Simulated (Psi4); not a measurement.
**doublet AgH+: levels of theory compared**

Aim: a comparison of 6 runs (UBHLYP/def2-TZVPP, UCAM-B3LYP/def2-TZVPP, UM06-2X/def2-TZVPP, UPBE0/def2-TZVPP, UTPSS/def2-TZVPP, UMP3/def2-TZVPP) of doublet AgH+. 

The calculation is run with Psi4 1.11.

1 further run of the same task is left out (set aside as unsound or not needed).

## Step 1: The structure to begin with

AgH+: 2 atoms, total charge +1, spin state doublet. SMILES of the parent species: `[AgH]`. The bond length is the one measured for the parent species. That shape belongs to the parent species and isn't relaxed for this state.

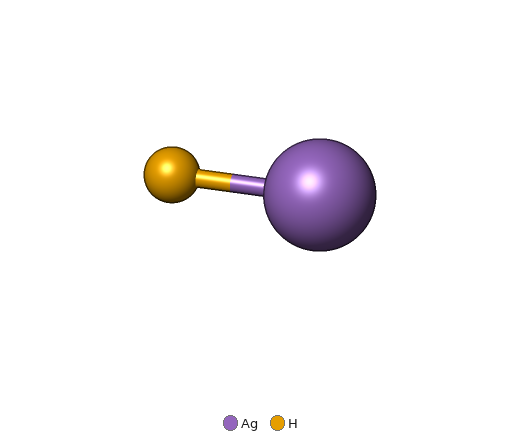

Viewed from a chosen angle; silver purple, hydrogen amber.

## Step 2: Energy and forces at UBHLYP/def2-TZVPP (core potential) (run 1)

Contents of calc.in:

```
memory 1600 mb

molecule system {
  1 2
  Ag
  H 1 r2

  r2 = 1.6181
  units angstrom
  symmetry c1
  no_reorient
  no_com
}

set reference uks
set puream true
set e_convergence 1e-09
set d_convergence 1e-08
set scf_type pk
set dft_radial_points 99
set dft_spherical_points 590
set maxiter 100

E, wfn = gradient("bhhlyp/def2-TZVPP", return_wfn=True)
```

Command:

```bash
$ psi4 calc.in calc.out -n 1
```

calc.out:

```text
[...]
    !!!  WARNING: ECP capability is in beta. Please check occupations closely.  !!!
[...]
  Running in c1 symmetry.
[...]
  Nuclear repulsion =    6.213687042043137
[...]
  Multiplicity = 2
[...]
  Nalpha       = 10
  Nbeta        = 9
[...]
    Number of basis functions: 70
[...]
   @UKS iter   1:  -147.10001746824980    4.56284e-02   2.88325e-03 DIIS/ADIIS
[...]
   @UKS iter  12:  -147.12206882714631   -3.26850e-12   5.68571e-09 DIIS
[...]
   @S^2 Observed:                7.607540804E-01
[...]
  @UKS Final Energy:  -147.12206882714631
   => Energetics <=
    Nuclear Repulsion Energy =              6.2136870420431372
    One-Electron Energy =                -267.7484975276678369
    Two-Electron Energy =                 121.8842044570333059
    DFT Exchange-Correlation Energy =      -7.4714627985549109
    Empirical Dispersion Energy =           0.0000000000000000
    VV10 Nonlocal Energy =                  0.0000000000000000
    Total Energy =                       -147.1220688271462791
[...]
  -Total Gradient:
     Atom            X                  Y                   Z
    ------   -----------------  -----------------  -----------------
       1        0.000000000643    -0.000000000422     0.012656112956
       2       -0.000000000643     0.000000000422    -0.012656274957
[...]
```

Wall time 11 s (1 thread of Intel Xeon Platinum 8259CL at 2.50GHz (Skylake/Cascade Lake), shared host); peak memory 0.5 GiB.

## Step 3: Energy and forces at UCAM-B3LYP/def2-TZVPP (core potential) (run 2)

Contents of input.dat:

```
memory 1600 MB

molecule {
  1 2
  Ag     0.000000     0.000000     0.000000
  H      0.000000     0.000000     1.618100
  symmetry c1
  no_reorient
  no_com
}

set globals {
  reference uks
  puream true
  e_convergence 1e-09
  d_convergence 1e-08
  scf_type pk
  dft_radial_points 99
  dft_spherical_points 590
  maxiter 100
}

e, wfn = gradient("cam-b3lyp/def2-TZVPP", return_wfn=True)
oeprop(wfn, "DIPOLE", "QUADRUPOLE", "MULLIKEN_CHARGES", title="CAM-B3LYP")
```

Command:

```bash
$ psi4 input.dat output.dat -n 1
```

output.dat:

```text
[...]
    !!!  WARNING: ECP capability is in beta. Please check occupations closely.  !!!
[...]
  Running in c1 symmetry.
[...]
  Nuclear repulsion =    6.213687042043137
[...]
  Multiplicity = 2
[...]
  Nalpha       = 10
  Nbeta        = 9
[...]
    Number of basis functions: 70
[...]
   @UKS iter   1:  -147.14528250099141    4.72605e-02   3.81690e-03 ADIIS/DIIS
[...]
   @UKS iter  12:  -147.17843639974683   -4.80327e-12   5.49779e-09 DIIS
[...]
   @S^2 Observed:                7.592286999E-01
[...]
  @UKS Final Energy:  -147.17843639974683
   => Energetics <=
    Nuclear Repulsion Energy =              6.2136870420431372
    One-Electron Energy =                -267.4430791324416532
    Two-Electron Energy =                 124.1966480808035982
    DFT Exchange-Correlation Energy =     -10.1456923901518969
    Empirical Dispersion Energy =           0.0000000000000000
    VV10 Nonlocal Energy =                  0.0000000000000000
    Total Energy =                       -147.1784363997468290
[...]
  -Total Gradient:
     Atom            X                  Y                   Z
    ------   -----------------  -----------------  -----------------
       1        0.000000002629     0.000000000234     0.007284805441
       2       -0.000000002629    -0.000000000234    -0.007285135552
[...]
  Mulliken Charges: (a.u.)
   Center  Symbol    Alpha    Beta     Spin     Total
       1    AG     9.28571  8.84168  0.44403  0.87261
       2     H     0.71429  0.15832  0.55597  0.12739
   Total alpha = 10.00000, Total beta =  9.00000, Total charge =  1.00000
    Psi4 run time: 0:00:14.59
```

Run time: 16 s. Hardware: 1 thread of Intel Xeon Platinum 8259CL at 2.50GHz (Skylake/Cascade Lake), shared host; peak memory 0.52 GiB.

Run 3 isn't shown in full; the table further down has it.

## Step 4: Energy and forces at UPBE0/def2-TZVPP (core potential) (run 4)

Contents of agh.xyz:

```xyz
2
AgH
Ag     0.000000     0.000000     0.000000
H      0.000000     0.000000     1.618100
```

Contents of job.py:

```python
import psi4

psi4.set_memory('1600 MB')
psi4.set_num_threads(1)
psi4.core.set_output_file('run.log', False)

with open('agh.xyz') as f:
    atoms = ''.join(f.readlines()[2:])
molecule = psi4.geometry('1 2\n' + atoms + 'symmetry c1')

psi4.set_options({
    'basis': 'def2-TZVPP',
    'reference': 'uks',
    'puream': True,
    'e_convergence': 1e-09,
    'd_convergence': 1e-08,
    'scf_type': 'pk',
    'dft_radial_points': 99,
    'dft_spherical_points': 590,
    'maxiter': 100,
})

energy_value, wavefunction = psi4.gradient("pbe0", return_wfn=True)
print('gradient / Eh bohr^-1')
print(energy_value.np.round(6))
print(f'energy = {wavefunction.energy():.10f} Eh')
```

Command:

```bash
$ python job.py
```

run.log:

```text
[...]
    !!!  WARNING: ECP capability is in beta. Please check occupations closely.  !!!
[...]
  Running in c1 symmetry.
[...]
  Nuclear repulsion =    6.213687042043137
[...]
  Multiplicity = 2
[...]
  Nalpha       = 10
  Nbeta        = 9
[...]
    Number of basis functions: 70
[...]
   @UKS iter   1:  -147.16064787630739    9.68621e-02   4.60681e-03 ADIIS/DIIS
[...]
   @UKS iter  11:  -147.20963703133734   -7.58860e-12   5.50200e-09 DIIS
[...]
   @S^2 Observed:                7.588192607E-01
[...]
  @UKS Final Energy:  -147.20963703133734
   => Energetics <=
    Nuclear Repulsion Energy =              6.2136870420431372
    One-Electron Energy =                -267.5673668104873286
    Two-Electron Energy =                 125.0386867501526211
    DFT Exchange-Correlation Energy =     -10.8946440130457933
    Empirical Dispersion Energy =           0.0000000000000000
    VV10 Nonlocal Energy =                  0.0000000000000000
    Total Energy =                       -147.2096370313373370
[...]
  -Total Gradient:
     Atom            X                  Y                   Z
    ------   -----------------  -----------------  -----------------
       1        0.000000000402     0.000000000614     0.007184935036
       2       -0.000000000402    -0.000000000614    -0.007184803736
[...]
```

Standard output:

```text
gradient / Eh bohr^-1
[[ 0.        0.        0.007185]
 [-0.       -0.       -0.007185]]
energy = -147.2096370313 Eh
```

Wall time 12 s (1 thread of Intel Xeon Platinum 8259CL at 2.50GHz (Skylake/Cascade Lake), shared host); peak memory 0.5 GiB.

Run 5 isn't shown in full; the table further down has it.

## Step 5: A single-point energy at UMP3/def2-TZVPP (core potential) (run 6)

Contents of agh.py:

```python
import psi4

psi4.set_memory('1600 MB')
psi4.set_num_threads(1)
psi4.set_output_file('agh.out', False)

geom = psi4.geometry("""
1 2
Ag
H 1 1.6181
symmetry c1
""")

psi4.set_options({
    'basis': 'def2-TZVPP',
    'reference': 'uhf',
    'puream': True,
    'e_convergence': 1e-09,
    'd_convergence': 1e-08,
    'scf_type': 'pk',
    'num_frozen_docc': 0,
    'maxiter': 100,
    'mp_type': 'conv',
})

e_tot = psi4.energy('mp3')
print(f'total energy {e_tot:.8f} hartree = {e_tot * 27.211386:.5f} eV')
for k, v in sorted(psi4.core.scalar_variables().items()):
    print(f'{k:45s} {v:18.10f}')
```

Command:

```bash
$ python agh.py
```

agh.out:

```text
[...]
  Running in c1 symmetry.
[...]
  Nuclear repulsion =    6.213687042043137
[...]
  Multiplicity = 2
[...]
  Nalpha       = 10
  Nbeta        = 9
[...]
    Number of basis functions: 70
[...]
   @UHF iter   1:  -146.35284995237964   -4.47141e-02   1.94940e-03 DIIS/ADIIS
[...]
   @UHF iter  13:  -146.37274562452737   -6.62226e-12   7.98012e-09 DIIS
[...]
   @S^2 Observed:                7.663731400E-01
[...]
  @UHF Final Energy:  -146.37274562452737
   => Energetics <=
    Nuclear Repulsion Energy =              6.2136870420431372
    One-Electron Energy =                -268.1794381280542439
    Two-Electron Energy =                 115.5930054614837275
    Total Energy =                       -146.3727456245273686
  UHF NO Occupations:
  HONO-2 :    8  A 1.9997808
  HONO-1 :    9  A 1.9923367
[...]
 Multipole Moments:
 ------------------------------------------------------------------------------------
     Multipole            Electronic (a.u.)      Nuclear  (a.u.)        Total (a.u.)
 ------------------------------------------------------------------------------------
 L = 1.  Multiply by 2.5417464519 to convert [e a0] to [Debye]
 Dipole X            :         -0.0000001            0.0000000           -0.0000001
 Dipole Y            :          0.0000001            0.0000000            0.0000001
 Dipole Z            :         -2.5221341            2.4866214           -0.0355126
 Magnitude           :                                                    0.0355126
[...]
	SCS-MP2 Total Energy (a.u.)        :  -146.95702424148479
	SOS-MP2 Total Energy (a.u.)        :  -146.92958398367767
[...]
	SOS-PI-MP2 Total Energy (a.u.)     :  -146.97241770361231
[...]
	MP2 Total Energy (a.u.)            :  -147.01190475709899
[...]
	SCS-MP3 Total Energy (a.u.)        :  -146.94882989579952
[...]
	MP3 Total Energy (a.u.)            :  -146.97912737435792
[...]
```

It took 8.7 s on 1 thread of Intel Xeon Platinum 8259CL at 2.50GHz (Skylake/Cascade Lake), shared host; peak memory 0.45 GiB.

## Step 6: The series

| run | level | task | integration grid | energy (Eh) | HOMO energy (eV) | LUMO energy (eV) | ⟨S²⟩ | wall time |
| --- | --- | --- | --- | --- | --- | --- | --- | --- |
| 1 | UBHLYP/def2-TZVPP (core potential) | gradient | 99 radial × 590 angular | -147.122069 | -16.95 | -10.71 | 0.761 | 11 s |
| 2 | UCAM-B3LYP/def2-TZVPP (core potential) | gradient | 99 radial × 590 angular | -147.178436 | -17.12 | -10.78 | 0.759 | 16 s |
| 3 | UM06-2X/def2-TZVPP (core potential) | energy | 99 radial × 590 angular | -147.139264 | -16.94 | -10.90 | 0.758 | 13 s |
| 4 | UPBE0/def2-TZVPP (core potential) | gradient | 99 radial × 590 angular | -147.209637 | -15.67 | -11.78 | 0.759 | 12 s |
| 5 | UTPSS/def2-TZVPP (core potential) | energy | 99 radial × 590 angular | -147.162957 | -14.43 | -12.85 | 0.759 | 18 s |
| 6 | UMP3/def2-TZVPP (core potential) | energy | – | -146.979127 | -19.30 | -7.21 | 0.766 | 8.7 s |

## Step 7: Summary of results

| quantity | value |
| --- | --- |
| run 6: total energy | -146.97913 Eh |
| run 6: HOMO energy (Hartree–Fock orbitals) (highest over α and β) | -19.30 eV |
| run 6: LUMO energy (Hartree–Fock orbitals) (lowest over α and β) | -7.21 eV |
| run 6: correlation energy | -606.4 mEh |
| run 6: ⟨S²⟩ of the reference determinant | 0.766 |

What this shows: Totals of different functionals can't be ranked against each other. All runs together took 79 s, the longest 18 s.
